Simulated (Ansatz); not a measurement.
# CH6MoN2O: geometry and vibrations

Aim: relax CH6MoN2O from a cheap starting geometry, then compute its harmonic vibrations to see whether it is a minimum and to get the zero-point energy and entropy, and look at its orbitals and charge.

Program: Ansatz 0.2.0, Gaussian basis. Level of theory: RKS PBE0-D4/def2-TZVP. These are calculated values, not measurements.

Plan: relaxation at PBE-D4/def2-SVP; relaxation at PBE0-D4/def2-TZVP; harmonic vibrations at the same level; a single point in def2-TZVPP for the fields.

2 further runs of the same task are left out: 2 for a known fault of the program.

## 1. The system as given

11 atoms, charge 0, spin multiplicity 1.

Atoms are counted from 1 here; the program's logs count them from 0.

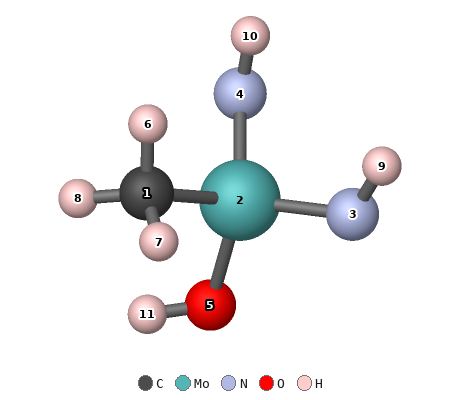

Start geometry, drawn with carbon dark grey, molybdenum teal, nitrogen light blue, oxygen red, hydrogen pink; atoms are numbered from 1 in the order of the file.

The start is a force-field geometry with small random shifts, so a cheaper pass at PBE-D4/def2-SVP comes first. Mo takes the def2 core potential; no spin-orbit term is included.

## 2. Geometry optimisation, PBE-D4/def2-SVP (cheap first pass)

The input, in.yaml:

```yaml
crystal:
  periodic: [false, false, false]
  atoms:
    - {symbol: C, position_ang: [-1.440500, 0.261500, 0.360300]}
    - {symbol: Mo, position_ang: [0.572400, -0.299600, -0.179400]}
    - {symbol: N, position_ang: [1.571300, -0.496900, 1.402400]}
    - {symbol: N, position_ang: [1.440900, 1.056800, -1.283200]}
    - {symbol: O, position_ang: [0.532700, -2.070000, -1.204400]}
    - {symbol: H, position_ang: [-1.496000, 1.389800, 0.648600]}
    - {symbol: H, position_ang: [-1.825800, -0.316300, 1.193700]}
    - {symbol: H, position_ang: [-2.111700, 0.182400, -0.537500]}
    - {symbol: H, position_ang: [1.734000, 0.319200, 2.093000]}
    - {symbol: H, position_ang: [1.470200, 2.008500, -0.901400]}
    - {symbol: H, position_ang: [-0.382000, -2.092400, -1.571600]}
basis:
  gaussian: {orbitals: def2-SVP}
hamiltonian: {xc: pbe, dispersion: d4}
relax: {f_tol: 0.03, max_steps: 200}
```

Command:

```sh
> ansatz run in.yaml --threads 4 --pin off --events-out ev --progress --plain --max-ram 10444MiB
```

Output (excerpt; [...] marks lines left out):

```text
Functional definition: PBE
  name "PBE"
  cite "Perdew, Burke & Ernzerhof, Phys. Rev. Lett. 77, 3865 (1996) doi:10.1103/PhysRevLett.77.3865"
  parent pbe
[...]
1296 factors; their error is unknown
[...]
mean field -8006.69512925 eV, -294.2406188671 hartree, gradient 2.9e-5 eV, S^2 0.000000; 0 other end points of the search recorded, 0 dependent functions left out
[...]
reference -8006.69520288 eV, -294.2406215728 hartree; 24, 24 occupied and 93, 93 virtual orbitals, 1296 factors
relax step   1: F+E_penalty+E_count = -8006.94048111 eV  Δ(F+E_penalty+E_count) = +0.000e0 eV  max|allowed force component| = 4.341e0 eV/Å  Δτ_max = 0.0000 Å  (37 SCF iters, accepted)
[...]
relax step   4: F+E_penalty+E_count = -8008.63342695 eV  Δ(F+E_penalty+E_count) = -1.786e-1 eV  max|allowed force component| = 1.659e0 eV/Å  Δτ_max = 0.1913 Å  (42 SCF iters, accepted)
[...]
relax step   7: F+E_penalty+E_count = -8009.07216072 eV  Δ(F+E_penalty+E_count) = -4.930e-2 eV  max|allowed force component| = 4.190e-1 eV/Å  Δτ_max = 0.2000 Å  (41 SCF iters, accepted)
[...]
relax step  10: F+E_penalty+E_count = -8009.09502543 eV  Δ(F+E_penalty+E_count) = -8.685e-4 eV  max|allowed force component| = 2.513e-1 eV/Å  Δτ_max = 0.0207 Å  (34 SCF iters, accepted)
[...]
relax step  13: F+E_penalty+E_count = -8009.09853593 eV  Δ(F+E_penalty+E_count) = -7.826e-4 eV  max|allowed force component| = 5.721e-2 eV/Å  Δτ_max = 0.0147 Å  (34 SCF iters, accepted)
[...]
relax step  15: F+E_penalty+E_count = -8009.09874315 eV  Δ(F+E_penalty+E_count) = -1.878e-4 eV  max|allowed force component| = 6.090e-3 eV/Å  Δτ_max = 0.0102 Å  (35 SCF iters, accepted)
1296 factors; their error is unknown
mean field -8008.83329848 eV, -294.3191951371 hartree, gradient 3.8e-5 eV, S^2 0.000000; 1 other end points of the search recorded, 0 dependent functions left out
[...]
reference -8008.83337502 eV, -294.3191979496 hartree; 24, 24 occupied and 93, 93 virtual orbitals, 1296 factors
Total energy: -8009.09881969 eV, -294.3289528613 hartree
Atom 0 at    -1.535653     0.375800     0.437573 Å, force     0.000259    -0.003991     0.002743 eV/Å
Atom 1 at     0.417046    -0.250741    -0.103217 Å, force     0.003670     0.001707    -0.001036 eV/Å
Atom 2 at     1.286618    -0.261118     1.406738 Å, force     0.004837    -0.000288     0.006090 eV/Å
Atom 3 at     0.981549     1.003178    -1.179706 Å, force     0.005243     0.001008    -0.005376 eV/Å
Atom 4 at     0.368715    -1.972740    -0.919397 Å, force    -0.004645    -0.005165     0.000889 eV/Å
Atom 5 at    -1.534635     1.360600     0.944050 Å, force    -0.002422     0.003128    -0.000194 eV/Å
Atom 6 at    -1.966159    -0.380057     1.127378 Å, force    -0.004976     0.000018    -0.000401 eV/Å
Atom 7 at    -2.153465     0.445862    -0.482035 Å, force    -0.004247     0.001213     0.000922 eV/Å
Atom 8 at     2.028586    -0.051396     2.082610 Å, force     0.000808     0.000035     0.002048 eV/Å
Atom 9 at     1.635875     1.757785    -1.420458 Å, force    -0.001204     0.001701    -0.001173 eV/Å
Atom 10 at     0.537021    -2.084171    -1.873036 Å, force     0.002677     0.000634    -0.004513 eV/Å
Dipole moment:     0.218448     0.172600    -0.184494 e Å
```

Wall time 21 s (4 threads of Arm Neoverse V2, shared host).

Step by step:

```csv
step,energy from step 1 (eV),largest force component (eV/Å)
1,0.0000,4.3411
2,-1.3234,1.7676
3,-1.5144,1.8081
4,-1.6929,1.6593
5,-1.8868,1.0304
6,-2.0824,0.6656
7,-2.1317,0.4190
8,-2.1406,0.2799
9,-2.1537,0.2866
10,-2.1545,0.2513
11,-2.1572,0.0489
12,-2.1573,0.1950
13,-2.1581,0.0572
14,-2.1581,0.0351
15,-2.1583,0.0061
```

Distances of close pairs at the start and the end, largest changes first:

```csv
bond,before (Å),after (Å),change (Å)
Mo2–N4,1.953,1.746,-0.206
Mo2–O5,2.046,1.906,-0.140
Mo2–N3,1.881,1.742,-0.139
C1–H6,1.166,1.107,-0.058
N3–H9,1.081,1.025,-0.056
C1–Mo2,2.158,2.121,-0.037
C1–H7,1.085,1.110,+0.025
C1–H8,1.124,1.110,-0.014
```

## 3. Relaxation at PBE0-D4/def2-TZVP

The input, in.yaml:

```yaml
crystal:
  periodic: [false, false, false]
  atoms:
    - {symbol: C, position_ang: [-1.535653, 0.375800, 0.437573]}
    - {symbol: Mo, position_ang: [0.417046, -0.250741, -0.103217]}
    - {symbol: N, position_ang: [1.286618, -0.261118, 1.406738]}
    - {symbol: N, position_ang: [0.981549, 1.003178, -1.179706]}
    - {symbol: O, position_ang: [0.368715, -1.972740, -0.919397]}
    - {symbol: H, position_ang: [-1.534635, 1.360600, 0.944050]}
    - {symbol: H, position_ang: [-1.966159, -0.380057, 1.127378]}
    - {symbol: H, position_ang: [-2.153465, 0.445862, -0.482035]}
    - {symbol: H, position_ang: [2.028586, -0.051396, 2.082610]}
    - {symbol: H, position_ang: [1.635875, 1.757785, -1.420458]}
    - {symbol: H, position_ang: [0.537021, -2.084171, -1.873036]}
basis:
  gaussian: {orbitals: def2-TZVP}
hamiltonian: {xc: pbe0, dispersion: d4}
relax: {f_tol: 0.005, max_steps: 150}
```

Same command.

Output (excerpt; [...] marks lines left out):

```text
Functional definition: PBE0
  name "PBE0"
  cite "Adamo & Barone, J. Chem. Phys. 110, 6158 (1999) doi:10.1063/1.478522"
  cite "Perdew, Burke & Ernzerhof, Phys. Rev. Lett. 77, 3865 (1996) doi:10.1103/PhysRevLett.77.3865"
  parent pbe
[...]
1283 factors; their error is unknown
[...]
mean field -8014.83759178 eV, -294.5398488458 hartree, gradient 3.7e-5 eV, S^2 0.000000; 0 other end points of the search recorded, 0 dependent functions left out
[...]
reference -8014.83764660 eV, -294.5398508605 hartree; 24, 24 occupied and 176, 176 virtual orbitals, 1283 factors
relax step   1: F+E_penalty+E_count = -8015.06346676 eV  Δ(F+E_penalty+E_count) = +0.000e0 eV  max|allowed force component| = 7.323e-1 eV/Å  Δτ_max = 0.0000 Å  (34 SCF iters, accepted)
[...]
Atom 1 at     0.419359    -0.256127    -0.103370 Å, force     0.001806     0.001270    -0.000872 eV/Å
Atom 2 at     1.276490    -0.274327     1.393070 Å, force    -0.000230     0.000203    -0.000769 eV/Å
Atom 3 at     0.983695     0.988114    -1.159245 Å, force    -0.000081    -0.000631     0.001410 eV/Å
Atom 4 at     0.369977    -1.961367    -0.921377 Å, force     0.000439    -0.000937    -0.002634 eV/Å
Atom 5 at    -1.511309     1.343441     0.931027 Å, force    -0.000110     0.000638    -0.000011 eV/Å
Atom 6 at    -1.948501    -0.369738     1.115492 Å, force    -0.000356    -0.000078     0.000021 eV/Å
Atom 7 at    -2.133539     0.442793    -0.470053 Å, force    -0.000375     0.000306    -0.000512 eV/Å
Atom 8 at     1.998012    -0.014416     2.050405 Å, force    -0.000579    -0.000040    -0.000531 eV/Å
Atom 9 at     1.616049     1.743770    -1.386859 Å, force    -0.000303    -0.000466     0.000046 eV/Å
Atom 10 at     0.518486    -2.071910    -1.863117 Å, force    -0.000582     0.000672     0.002967 eV/Å
Dipole moment:     0.189714     0.222921    -0.175921 e Å
```

Run time: 35 s. Hardware: 4 threads of Arm Neoverse V2, shared host; peak memory 0.51 GiB.

The steps of the relaxation:

```csv
step,energy from step 1 (eV),largest force component (eV/Å)
1,0.0000,0.7323
2,-0.0516,0.2160
3,-0.0544,0.0337
4,-0.0546,0.0295
5,-0.0548,0.0190
6,-0.0548,0.0239
7,-0.0549,0.0170
8,-0.0549,0.0228
9,-0.0550,0.0073
10,-0.0550,0.0066
11,-0.0550,0.0030
```

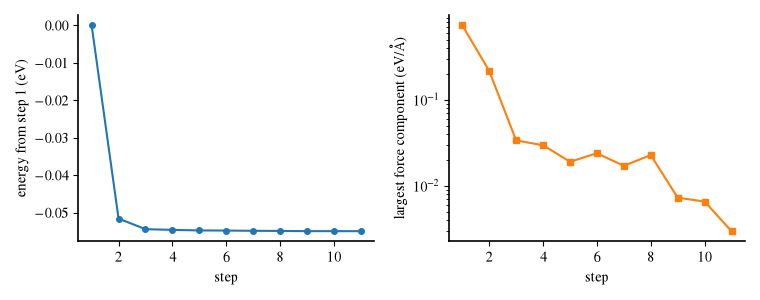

Energy and largest force along the relaxation.

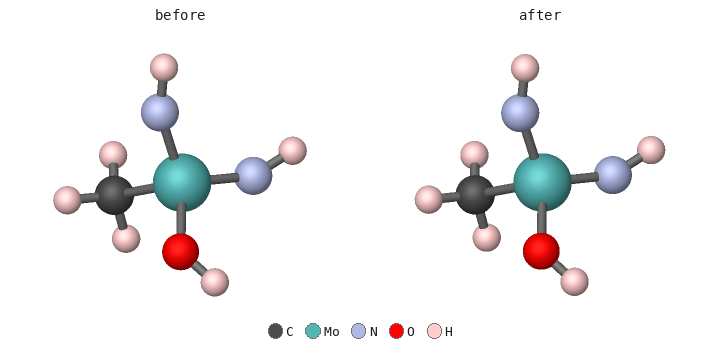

Before and after, at one scale.

Close pairs (by a distance rule), those that changed most:

```csv
bond,before (Å),after (Å),change (Å)
Mo2–N4,1.746,1.727,-0.020
Mo2–N3,1.742,1.725,-0.018
C1–H6,1.107,1.090,-0.017
C1–H8,1.110,1.093,-0.017
C1–H7,1.110,1.094,-0.017
N4–H10,1.027,1.011,-0.016
N3–H9,1.025,1.010,-0.015
O5–H11,0.975,0.960,-0.015
```

Mulliken charges at the end point, from the run's report:

```csv
atom,value (e)
C1,-0.64
Mo2,1.54
N3,-0.74
N4,-0.69
O5,-0.74
H6,0.15
H7,0.15
H8,0.15
H9,0.24
H10,0.24
H11,0.35
```

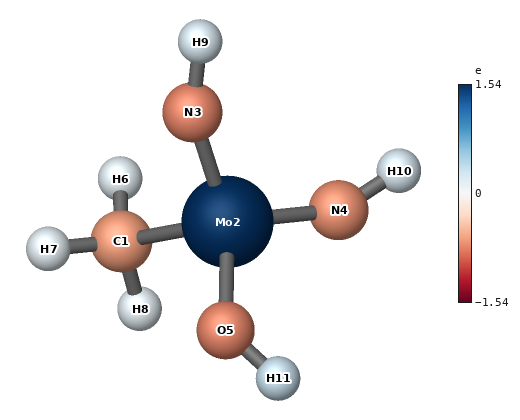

Mulliken charges at the end point, from the run's report, as colours on the atoms.

## 4. Force constants and modes

The input, in.yaml:

```yaml
crystal:
  periodic: [false, false, false]
  atoms:
    - {symbol: C, position_ang: [-1.523221, 0.372768, 0.434527]}
    - {symbol: Mo, position_ang: [0.419359, -0.256127, -0.103370]}
    - {symbol: N, position_ang: [1.276490, -0.274327, 1.393070]}
    - {symbol: N, position_ang: [0.983695, 0.988114, -1.159245]}
    - {symbol: O, position_ang: [0.369977, -1.961367, -0.921377]}
    - {symbol: H, position_ang: [-1.511309, 1.343441, 0.931027]}
    - {symbol: H, position_ang: [-1.948501, -0.369738, 1.115492]}
    - {symbol: H, position_ang: [-2.133539, 0.442793, -0.470053]}
    - {symbol: H, position_ang: [1.998012, -0.014416, 2.050405]}
    - {symbol: H, position_ang: [1.616049, 1.743770, -1.386859]}
    - {symbol: H, position_ang: [0.518486, -2.071910, -1.863117]}
basis:
  gaussian: {orbitals: def2-TZVP}
hamiltonian: {xc: pbe0, dispersion: d4}
phonons: {temperatures: {t_min: 298.15, t_max: 900, t_step: 200}}
```

Same command.

Output (excerpt; [...] marks lines left out):

```text
Functional definition: PBE0
  name "PBE0"
  cite "Adamo & Barone, J. Chem. Phys. 110, 6158 (1999) doi:10.1063/1.478522"
  cite "Perdew, Burke & Ernzerhof, Phys. Rev. Lett. 77, 3865 (1996) doi:10.1103/PhysRevLett.77.3865"
  parent pbe
[...]
1283 factors; their error is unknown
[...]
mean field -8014.88981726 eV, -294.5417680967 hartree, gradient 2.4e-5 eV, S^2 0.000000; 0 other end points of the search recorded, 0 dependent functions left out
[...]
reference -8014.88987210 eV, -294.5417701123 hartree; 24, 24 occupied and 176, 176 virtual orbitals, 1283 factors
[...]
1283 factors; their error is unknown
mean field -8014.88967621 eV, -294.5417629133 hartree, gradient 2.9e-6 eV, S^2 0.000000; 0 other end points of the search recorded, 0 dependent functions left out
[...]
reference -8014.88973106 eV, -294.5417649289 hartree; 24, 24 occupied and 176, 176 virtual orbitals, 1283 factors
[...]
Atom 4 at     0.369977    -1.961367    -0.921377 Å, force     0.000457    -0.000946    -0.002652 eV/Å
Atom 5 at    -1.511309     1.343441     0.931027 Å, force    -0.000114     0.000653    -0.000001 eV/Å
Atom 6 at    -1.948501    -0.369738     1.115492 Å, force    -0.000362    -0.000084     0.000024 eV/Å
Atom 7 at    -2.133539     0.442793    -0.470053 Å, force    -0.000386     0.000311    -0.000520 eV/Å
Atom 8 at     1.998012    -0.014416     2.050405 Å, force    -0.000608    -0.000051    -0.000549 eV/Å
Atom 9 at     1.616049     1.743770    -1.386859 Å, force    -0.000303    -0.000466     0.000050 eV/Å
Atom 10 at     0.518486    -2.071910    -1.863117 Å, force    -0.000589     0.000669     0.002974 eV/Å
Dipole moment:     0.189715     0.222920    -0.175920 e Å
Vibrations: 157.73 172.48 213.26 220.38 240.99 273.89 318.18 390.82 532.04 571.67 615.15 629.61 666.51 728.12 738.63 747.00 1002.01 1033.24 1199.00 1421.13 1432.09 3041.68 3133.38 3154.22 3611.12 3627.33 3901.10 cm⁻¹, zero-point energy 2.093645 eV
```

Run time: 2.3 min. Hardware: 4 threads of Arm Neoverse V2, shared host; peak memory 0.51 GiB.

Motions are named by where the mode's potential energy lies. The modes, unscaled (a negative number is an imaginary wavenumber):

```csv
mode,cm⁻¹,motion
1,158,torsion
2,172,bend with torsion
3,213,torsion with bend
4,220,torsion with bend
5,241,bend with torsion
6,274,torsion with bend
7,318,torsion with bend
8,391,bend with torsion
9,532,Mo–C stretch with torsion
10,572,torsion with Mo–C stretch
11,615,torsion with bend
12,630,bend with torsion
13,667,bend
14,728,bend
15,739,bend with torsion
16,747,Mo–O stretch with bend
17,1002,Mo–N stretch
18,1033,Mo–N stretch
19,1199,bend
20,1421,bend
21,1432,bend
22,3042,C–H stretch
23,3133,C–H stretch
24,3154,C–H stretch
25,3611,N–H stretch
26,3627,N–H stretch
27,3901,O–H stretch
```

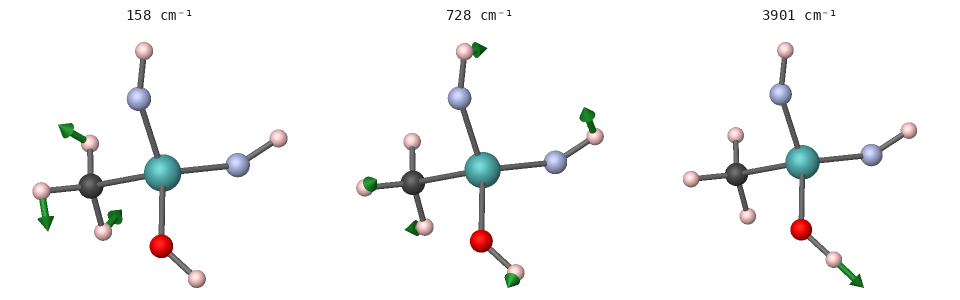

Displacements of 3 modes, as arrows.

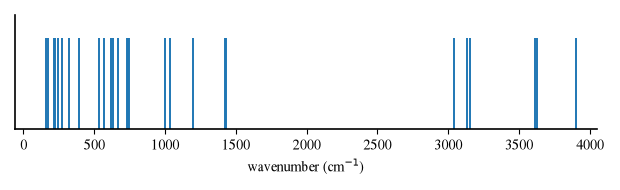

The harmonic wavenumbers as sticks (no intensities were computed).

Ideal gas, rigid rotor and harmonic oscillator at 298.15 K and 1 bar, with symmetry number 1:

```csv
term,value
zero-point energy,202.0 kJ/mol
H(298) − E,225.5 kJ/mol
"entropy, translation",172.0 J/(mol K)
"entropy, rotation",111.6 J/(mol K)
"entropy, vibration",75.1 J/(mol K)
"entropy, total",358.7 J/(mol K)
```

## 5. A single point for the fields

in.yaml, as its differences from that of step 4:

```diff
@@ -15,4 +15,4 @@
 basis:
-  gaussian: {orbitals: def2-TZVP}
+  gaussian: {orbitals: def2-TZVPP}
 hamiltonian: {xc: pbe0, dispersion: d4}
-phonons: {temperatures: {t_min: 298.15, t_max: 900, t_step: 200}}
+output: {orbitals: {seedname: orbitals}}
```

The command is unchanged.

Output:

```text
Functional definition: PBE0
  name "PBE0"
  cite "Adamo & Barone, J. Chem. Phys. 110, 6158 (1999) doi:10.1063/1.478522"
  cite "Perdew, Burke & Ernzerhof, Phys. Rev. Lett. 77, 3865 (1996) doi:10.1103/PhysRevLett.77.3865"
  parent pbe
  parameter a = 0.25
  parameter kappa = 0.804
  parameter beta = 0.06672455060314922
  exchange = (1 - a)*pbe_x(kappa = kappa, mu = beta*pi^2/3) + a*exact_x
  correlation = pbe_c(beta = beta)
1364 factors; their error is unknown
mean field evaluation 1: about -7991.7707 eV, gradient 1.1e2 eV
mean field evaluation 2: about -7861.3807 eV, gradient 2.8e2 eV
mean field evaluation 4: about -8013.6606 eV, gradient 2.7e1 eV
mean field evaluation 8: about -8015.0549 eV, gradient 3.3e-1 eV
mean field evaluation 16: about -8015.1364 eV, gradient 1.8e-3 eV
mean field -8015.13639869 eV, -294.5508297971 hartree, gradient 8.4e-5 eV, S^2 0.000000; 0 other end points of the search recorded, 0 dependent functions left out
reference -8015.13645501 eV, -294.5508318671 hartree; 24, 24 occupied and 240, 240 virtual orbitals, 1364 factors
Total energy: -8015.36507317 eV, -294.5592334292 hartree
```

It took 2.9 s on 4 threads of Arm Neoverse V2, shared host; peak memory 0.62 GiB.

The fields below are evaluated on a grid from the run's orbitals.

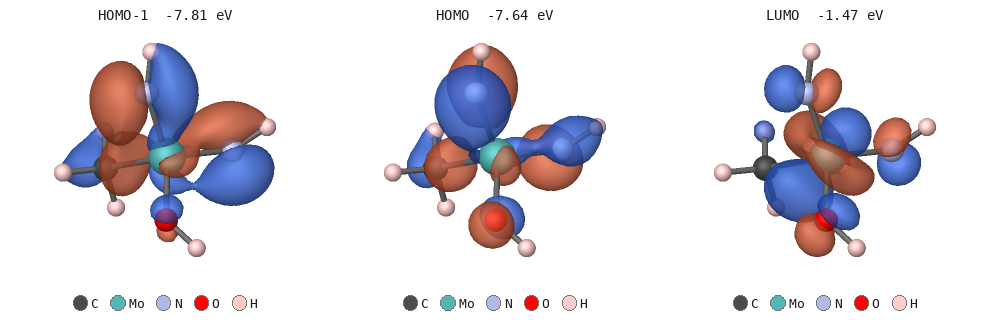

Frontier orbitals at PBE0-D4/def2-TZVPP; each surface holds 70 % of the orbital's density, blue and red mark the sign.

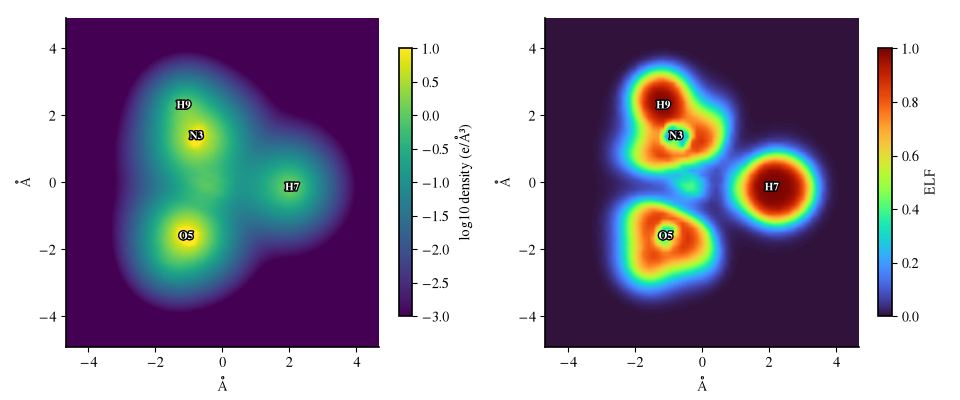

Density (left) and ELF (right) in a plane through or near 4 of the atoms.

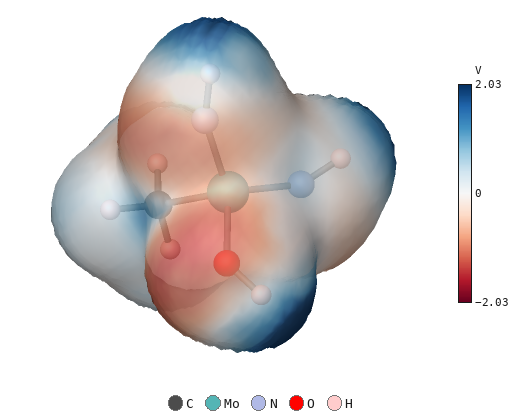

Electrostatic potential on the surface of density 0.002 e/bohr³; red is low, blue high. It runs from -1.25 V near O5 to 2.03 V near H11.

## 6. Outcome

| quantity | value |
| --- | --- |
| point group | C1 |
| steps | 15 + 11 |
| shift from the start (rms) | 0.439 Å |
| total energy | -8015.1185 eV |
| dispersion term | -229 meV |
| dipole moment | 1.64 D |
| lowest, highest wavenumber | 158, 3901 cm⁻¹ |
| zero-point energy | 202.0 kJ/mol |
| entropy at 298.15 K | 358.7 J/(mol K) |
| HOMO, LUMO | -7.64, -1.47 eV |

In words: The atoms moved 0.44 Å (rms) from the start; the bond that changed most is Mo2–N4, from 1.953 to 1.727 Å. All wavenumbers are real, so the end point is a minimum. The stiffest mode, 3901 cm⁻¹, is an O–H stretch, and 2 modes under 200 cm⁻¹ make the vibrational entropy uncertain. Harmonic hybrid wavenumbers usually lie a few per cent above measured fundamentals. The largest Mulliken charge, +1.54 e, sits on Mo2. The HOMO lies mostly on N3 45 %; N4 20 % and the LUMO on Mo2 55 %; O5 11 %.
